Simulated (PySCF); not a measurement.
# C₂HF₃O: excited states, first hyperpolarisability

What do calculations give for the excited states, first hyperpolarisability of C₂HF₃O (`O=CC(F)(F)F`)?

Programs: PySCF 2.14.0, with routines of our own; each step states its level. All values are computed. Atoms count from 0.

### 1 The system as given

7 atoms, charge 0, multiplicity 1; geometry from: GFN2-xTB.

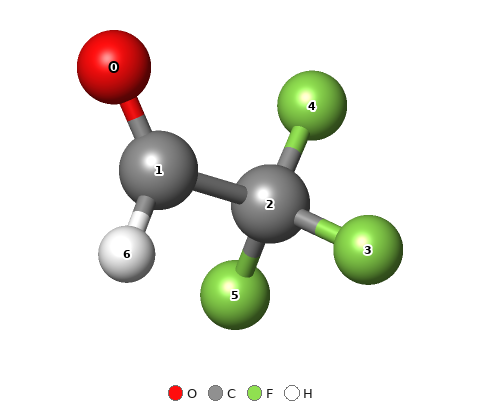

The starting geometry (oxygen red, carbon grey, fluorine green, hydrogen white).

### 2 Optimising the geometry at PBE0-D3(BJ)/def2-TZVP

Job settings and geometry (Å):

```
{"job": {"xc": "PBE0", "basis": "def2-TZVP", "d3": "d3bj", "grid": 2, "kind": "geom"}, "charge": 0, "multiplicity": 1}
O      1.473341    -0.986782    -0.655182
C      0.913399    -0.029614    -0.234818
C     -0.592109    -0.007525     0.137409
F     -0.741825     0.325855     1.427264
F     -1.201227    -1.170697    -0.058737
F     -1.231952     0.921541    -0.586794
H      1.383708     0.952126    -0.056220
```

Run with:

```sh
$ OMP_NUM_THREADS=1 python excited_run.py task.json out
```

The driver reads the jobs from task.json and runs them one after another.

Log:

```text
step   0  E = -451.29842922  max force = 0.011571
step   1  E = -451.29473958  max force = 0.023724
step   2  E = -451.29630388  max force = 0.015541
step   3  E = -451.29846332  max force = 0.006640
step   4  E = -451.29890603  max force = 0.004405
step   5  E = -451.29897199  max force = 0.001157
step   6  E = -451.29898257  max force = 0.000202
optimisation converged
```

Wall time 62 s (1 thread of Arm Neoverse V1, shared host); peak memory 0.83 GiB.

Relaxation path: (the energy doesn't fall at every step)

```csv
step,energy from step 0 (eV),largest force component (eV/Å)
0,0.0000,0.5950
1,0.1004,1.2199
2,0.0578,0.7992
3,-0.0009,0.3414
4,-0.0130,0.2265
5,-0.0148,0.0595
6,-0.0151,0.0104
```

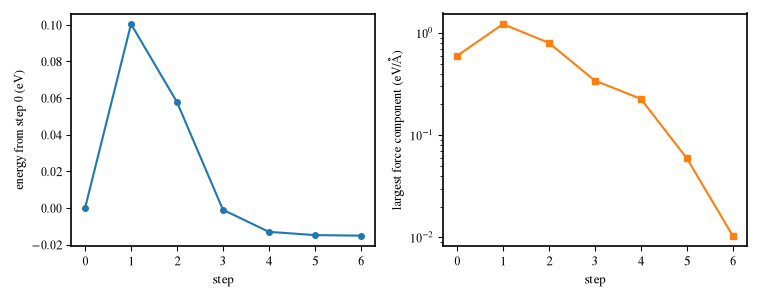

Energy and force, step by step.

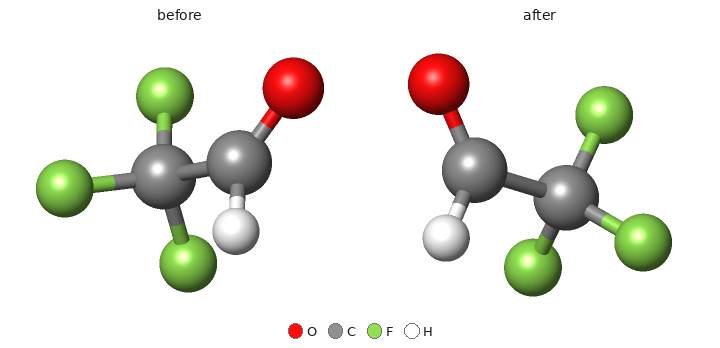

The geometry before (left) and after (right).

Close pairs (by a distance rule), those that changed most:

| bond | before (Å) | after (Å) | change (Å) |
| --- | --- | --- | --- |
| C1–C2 | 1.551 | 1.538 | -0.013 |
| C2–F4 | 1.328 | 1.318 | -0.009 |
| C1–H6 | 1.103 | 1.107 | +0.004 |
| C2–F3 | 1.341 | 1.337 | -0.004 |
| C2–F5 | 1.341 | 1.337 | -0.003 |
| O0–C1 | 1.186 | 1.189 | +0.003 |

The next job starts from the end point, and lists it.

```
                         at the end point                value
rotational constants (GHz, main isotopes)  5.504, 2.998, 2.945
                        dipole moment (D)                 1.68
```

### 3 Excited states: TDA CAM-B3LYP/def2-TZVPD

Job settings and geometry (Å):

```
{"job": {"kind": "states", "xc": "CAM-B3LYP", "basis": "def2-TZVPD", "tda": true, "soc": true, "nstates": 6, "ntriplets": 5, "nquad": 4}, "charge": 0, "multiplicity": 1}
O     -0.527247    -0.106908    -1.792493
C     -0.164693     0.439354    -0.800624
C      0.106505    -0.314228     0.512756
F      1.342964    -0.031586     0.935420
F     -0.014332    -1.620547     0.382993
F     -0.753504     0.112884     1.443368
H      0.007274     1.529851    -0.720487
```

Level: TDA CAM-B3LYP/def2-TZVPD excited states, vertical, gas phase, spin-orbit mean-field couplings.

Log:

```text
coarse grid: 7136 points
cycle   1  E = -451.3389384571  dE =  1.218e+00  |g| = 1.255e+00  |ddm| = 2.281e+00
cycle   2  E = -450.8767369148  dE =  4.622e-01  |g| = 2.130e+00  |ddm| = 1.843e+00
cycle   3  E = -451.6145746553  dE = -7.378e-01  |g| = 1.830e-01  |ddm| = 1.183e+00
cycle   4  E = -451.6183587911  dE = -3.784e-03  |g| = 1.080e-01  |ddm| = 1.245e-01
cycle   5  E = -451.6201452693  dE = -1.786e-03  |g| = 1.196e-02  |ddm| = 5.531e-02
cycle   6  E = -451.6201711909  dE = -2.592e-05  |g| = 4.247e-03  |ddm| = 1.386e-02
cycle   7  E = -451.6201751251  dE = -3.934e-06  |g| = 1.453e-03  |ddm| = 5.998e-03
final grid: 73808 points
cycle   8  E = -451.6252176208  dE = -4.795e-05  |g| = 4.451e-03  |ddm| = 7.838e-02
cycle   9  E = -451.6252151998  dE =  2.421e-06  |g| = 5.939e-03  |ddm| = 5.847e-03
cycle  10  E = -451.6252203574  dE = -5.158e-06  |g| = 6.693e-04  |ddm| = 2.807e-03
cycle  11  E = -451.6252204139  dE = -5.649e-08  |g| = 3.797e-04  |ddm| = 4.676e-04
cycle  12  E = -451.6252204354  dE = -2.159e-08  |g| = 6.169e-05  |ddm| = 2.448e-04
cycle  13  E = -451.6252204361  dE = -6.926e-10  |g| = 1.631e-05  |ddm| = 4.711e-05
converged SCF energy = -451.6252204361

Singlet excitations
state   eV       nm        f     d(h-e)  d(exc)  Lambda  PR(NTO)  |dmu|/D   mu/D   main configurations
  1   4.2099   294.5   0.00001   0.384   1.875   0.559   1.002    0.776    1.401   H->L 0.98
  2   7.9826   155.3   0.01448   0.910   3.292   0.268   1.012    4.285    3.369   H->L+1 0.84, H->L+2 0.10
  3   8.8002   140.9   0.00114   0.689   2.208   0.495   1.029    2.380    2.180   H-3->L 0.86
  4   8.9178   139.0   0.07981   0.675   3.425   0.283   1.021    1.552    0.245   H->L+3 0.85
  5   9.1678   135.2   0.04522   1.264   3.892   0.266   1.120                     H->L+2 0.74
  6   9.3567   132.5   0.00269   0.174   3.583   0.165   1.015                     H->L+4 0.83, H->L+6 0.15

Triplet excitations (Tamm-Dancoff)
state   eV     d(h-e)  d(exc)  Lambda  PR(NTO)   main configurations
  1   3.5134   0.381   1.854   0.558   1.004   H->L 0.97
  2   6.0090   0.435   1.666   0.755   1.006   H-1->L 0.86, H-5->L 0.09
  3   7.8141   0.981   3.180   0.268   1.013   H->L+1 0.81, H->L+2 0.11
  4   7.8702   0.381   2.001   0.484   1.023   H-3->L 0.61, H-4->L 0.12, H-8->L 0.11
  5   8.5921   0.520   3.126   0.284   1.021   H->L+3 0.78, H->L+5 0.09
S1 - T1 = 0.6965 eV

Spin-orbit couplings |<S|Hso|T>| (cm-1)
             T1       T2       T3       T4       T5
S0       59.449    1.578    3.033   52.690   14.337
S1        0.190   46.039    4.689   43.647    7.356
S2        5.425    0.134    0.496    1.860    0.671
S3       33.366   29.875    0.618    6.545    1.621
S4        8.178    0.665    0.330    1.356    0.202
S5       14.842    0.988    0.355    8.431    0.612
S6        3.387    2.318    1.392    0.150    2.830
T1 sublevels (cm-1): 0.000 0.026 0.227   radiative rates (1/s): 10.6 0.189 129
```

It took 32 s on 1 thread of Arm Neoverse V1, shared host; peak memory 0.83 GiB.

In short:

```csv
quantity,value
S1 less T1,0.70 eV
```

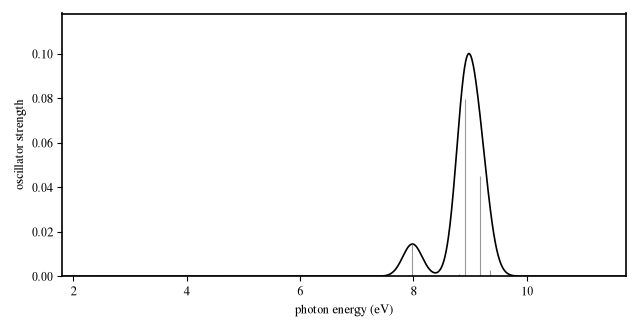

Absorption lines of the singlets. Lines are broadened to a width of 0.40 eV (Gaussian).

Orbitals, density, ELF and potential are computed afterwards from the orbital file.

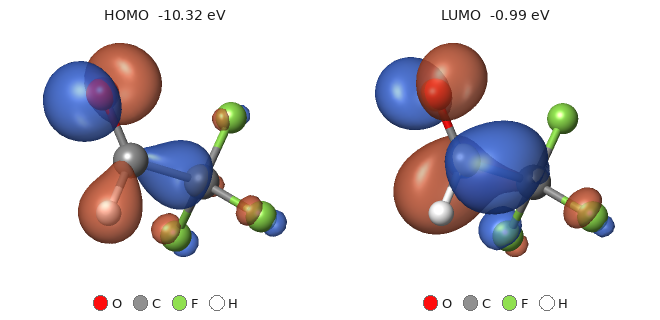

Frontier orbitals at CAM-B3LYP/def2-TZVPD; each surface holds 70 % of the orbital's density, blue and red mark the sign.

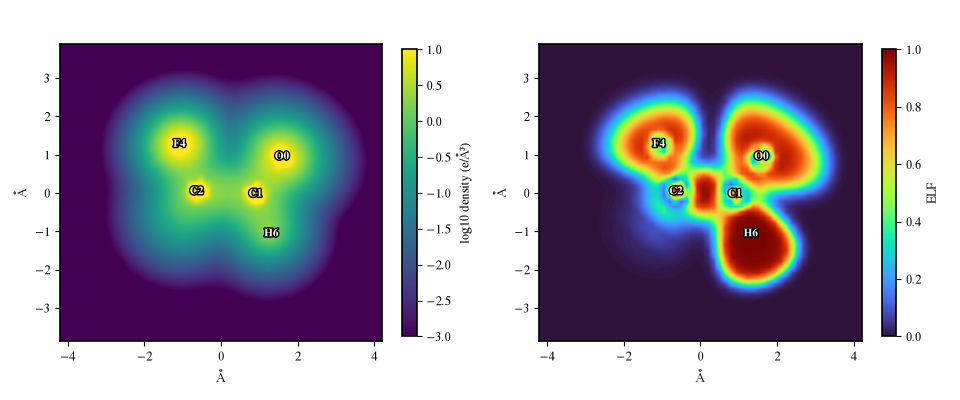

Density (left) and ELF (right) in a plane through or near 5 of the atoms.

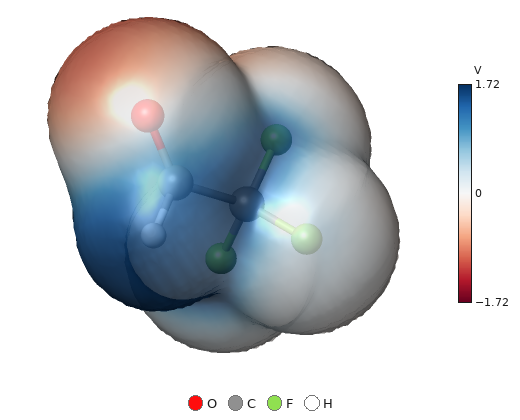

The potential that a unit positive charge feels on the 0.002 e/bohr³ surface, from -0.99 V near O0 to 1.72 V near H6.

### 4 Excited states: TDDFT CAM-B3LYP/aug-cc-pVTZ

Job settings and geometry (Å):

```
{"job": {"kind": "states", "xc": "CAM-B3LYP", "basis": "aug-cc-pVTZ", "tpa": true, "nstates": 8, "nquad": 6, "ntriplets": 0}, "charge": 0, "multiplicity": 1}
O     -0.527247    -0.106908    -1.792493
C     -0.164693     0.439354    -0.800624
C      0.106505    -0.314228     0.512756
F      1.342964    -0.031586     0.935420
F     -0.014332    -1.620547     0.382993
F     -0.753504     0.112884     1.443368
H      0.007274     1.529851    -0.720487
```

Method: TDDFT CAM-B3LYP/aug-cc-pVTZ excited states, vertical, gas phase, two-photon moments by quadratic response.

Log:

```text
coarse grid: 7136 points
cycle   1  E = -451.3363898922  dE =  1.212e+00  |g| = 1.251e+00  |ddm| = 5.005e+00
cycle   2  E = -450.8809193734  dE =  4.555e-01  |g| = 2.124e+00  |ddm| = 3.303e+00
cycle   3  E = -451.6089039618  dE = -7.280e-01  |g| = 1.824e-01  |ddm| = 2.081e+00
cycle   4  E = -451.6126342977  dE = -3.730e-03  |g| = 1.071e-01  |ddm| = 2.730e-01
cycle   5  E = -451.6143667117  dE = -1.732e-03  |g| = 1.222e-02  |ddm| = 1.053e-01
cycle   6  E = -451.6143931550  dE = -2.644e-05  |g| = 4.284e-03  |ddm| = 1.687e-02
cycle   7  E = -451.6143971296  dE = -3.975e-06  |g| = 1.443e-03  |ddm| = 6.966e-03
final grid: 73808 points
cycle   8  E = -451.6067218863  dE = -5.016e-05  |g| = 5.711e-03  |ddm| = 1.200e-01
cycle   9  E = -451.6067189729  dE =  2.913e-06  |g| = 7.278e-03  |ddm| = 1.454e-02
cycle  10  E = -451.6067260891  dE = -7.116e-06  |g| = 7.671e-04  |ddm| = 7.141e-03
cycle  11  E = -451.6067261658  dE = -7.673e-08  |g| = 4.059e-04  |ddm| = 1.122e-03
cycle  12  E = -451.6067261909  dE = -2.515e-08  |g| = 7.588e-05  |ddm| = 4.365e-04
cycle  13  E = -451.6067261920  dE = -1.060e-09  |g| = 1.648e-05  |ddm| = 1.129e-04
cycle  14  E = -451.6067261921  dE = -6.310e-11  |g| = 8.525e-06  |ddm| = 2.845e-05
converged SCF energy = -451.6067261921

Singlet excitations
state   eV       nm        f     d(h-e)  d(exc)  Lambda  PR(NTO)  |dmu|/D   mu/D   delta(TPA)   sigma/GM   main configurations
  1   4.1733   297.1   0.00002   0.382   1.882   0.556   1.005    0.785    1.396        0.19      0.001   H->L 0.97
  2   7.8252   158.4   0.01551   1.379   3.642   0.216   1.012    6.213    4.889       69.73      1.564   H->L+1 0.80, H->L+3 0.08
  3   8.6595   143.2   0.05814   0.734   3.643   0.255   1.020    2.283    0.622       43.17      1.186   H->L+3 0.81
  4   8.7440   141.8   0.00074   0.659   2.226   0.488   1.052    2.260    2.044        3.01      0.084   H-3->L 0.83
  5   8.9595   138.4   0.03487   1.232   4.159   0.208   1.115    3.800    3.694        5.30      0.156   H->L+2 0.76
  6   9.0741   136.6   0.00339   0.531   3.724   0.169   1.028    2.130    1.413        2.63      0.079   H->L+4 0.88
  7   9.4097   131.8   0.00114   0.563   2.185   0.430   1.022                                            H-4->L 0.44, H-6->L 0.23, H-8->L 0.19
  8   9.4667   131.0   0.00398   1.817   2.793   0.264   1.036                                            H-2->L 0.90
```

Run time: 55 s. Hardware: 1 thread of Arm Neoverse V1, shared host; peak memory 0.99 GiB.

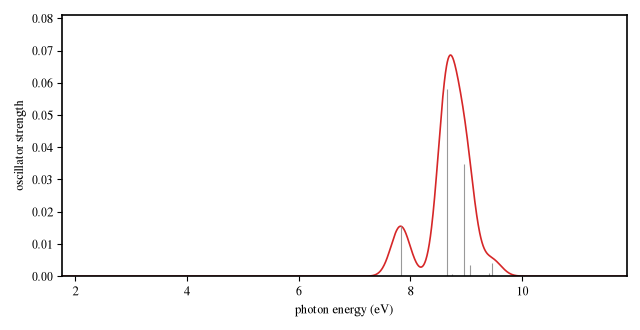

Absorption lines of the singlets. Lines are broadened to a width of 0.40 eV (Gaussian).

### 5 First hyperpolarisability: quadratic response CAM-B3LYP/aug-cc-pVTZ

Job settings and geometry (Å):

```
{"job": {"kind": "beta", "xc": "CAM-B3LYP", "basis": "aug-cc-pVTZ"}, "charge": 0, "multiplicity": 1}
O     -0.527247    -0.106908    -1.792493
C     -0.164693     0.439354    -0.800624
C      0.106505    -0.314228     0.512756
F      1.342964    -0.031586     0.935420
F     -0.014332    -1.620547     0.382993
F     -0.753504     0.112884     1.443368
H      0.007274     1.529851    -0.720487
```

Method: quadratic response CAM-B3LYP/aug-cc-pVTZ first hyperpolarisability, Taylor convention, gas phase.

Log:

```text
coarse grid: 7136 points
cycle   1  E = -451.3363898922  dE =  1.212e+00  |g| = 1.251e+00  |ddm| = 5.005e+00
cycle   2  E = -450.8809193734  dE =  4.555e-01  |g| = 2.124e+00  |ddm| = 3.303e+00
cycle   3  E = -451.6089039618  dE = -7.280e-01  |g| = 1.824e-01  |ddm| = 2.081e+00
cycle   4  E = -451.6126342977  dE = -3.730e-03  |g| = 1.071e-01  |ddm| = 2.730e-01
cycle   5  E = -451.6143667117  dE = -1.732e-03  |g| = 1.222e-02  |ddm| = 1.053e-01
cycle   6  E = -451.6143931550  dE = -2.644e-05  |g| = 4.284e-03  |ddm| = 1.687e-02
cycle   7  E = -451.6143971296  dE = -3.975e-06  |g| = 1.443e-03  |ddm| = 6.966e-03
final grid: 73808 points
cycle   8  E = -451.6067218863  dE = -5.016e-05  |g| = 5.711e-03  |ddm| = 1.200e-01
cycle   9  E = -451.6067189729  dE =  2.913e-06  |g| = 7.278e-03  |ddm| = 1.454e-02
cycle  10  E = -451.6067260891  dE = -7.116e-06  |g| = 7.671e-04  |ddm| = 7.141e-03
cycle  11  E = -451.6067261658  dE = -7.673e-08  |g| = 4.059e-04  |ddm| = 1.122e-03
cycle  12  E = -451.6067261909  dE = -2.515e-08  |g| = 7.588e-05  |ddm| = 4.365e-04
cycle  13  E = -451.6067261920  dE = -1.060e-09  |g| = 1.648e-05  |ddm| = 1.129e-04
cycle  14  E = -451.6067261921  dE = -6.310e-11  |g| = 8.525e-06  |ddm| = 2.845e-05
converged SCF energy = -451.6067261921

Lowest singlets (eV, f): 4.1733 0.0000  7.8252 0.0155  8.6595 0.0581

First hyperpolarisability (au)
process     nm      |vector|   parallel      HRS      DR
static         -       85.38     -44.08      33.11   6.456
shg       1907.0       87.67     -45.35      34.02   6.438
eope      1907.0       86.13      -44.5          -       -
shg       1064.0       93.17     -48.41       36.2   6.395
eope      1064.0       87.84     -45.45          -       -
```

It took 43 s on 1 thread of Arm Neoverse V1, shared host; peak memory 1 GiB.

### 6 Results

| quantity | value |
| --- | --- |
| rotational constants (main isotopes) | 5.50, 3.00, 2.95 GHz |
| S1 less T1 (step 3, TDA CAM-B3LYP/def2-TZVPD) | 0.70 eV |
| surface potential, least and greatest | -0.99 V and 1.72 V |
| β vector (step 5, quadratic response CAM-B3LYP/aug-cc-pVTZ) | static 85, SHG 1907.0 nm 88, SHG 1064.0 nm 93 au |

**Reading.** The optimisation took 6 steps and gained 0.015 eV; among the close pairs (by a distance rule), C1–C2 changed most, from 1.551 to 1.538 Å. In step 3, the number of triplets below S1 is 1, and the largest singlet-triplet spin-orbit coupling is S0–T1, 59.45 cm⁻¹. By nearest atom (CAM-B3LYP/def2-TZVPD), the HOMO sits on O0 62 %; H6 13 % and the LUMO on C1 41 %; O0 32 %. β grows from 85 au (static) to 93 au for doubling at 1064.0 nm: normal dispersion, which grows as twice the photon energy moves toward the bright states.
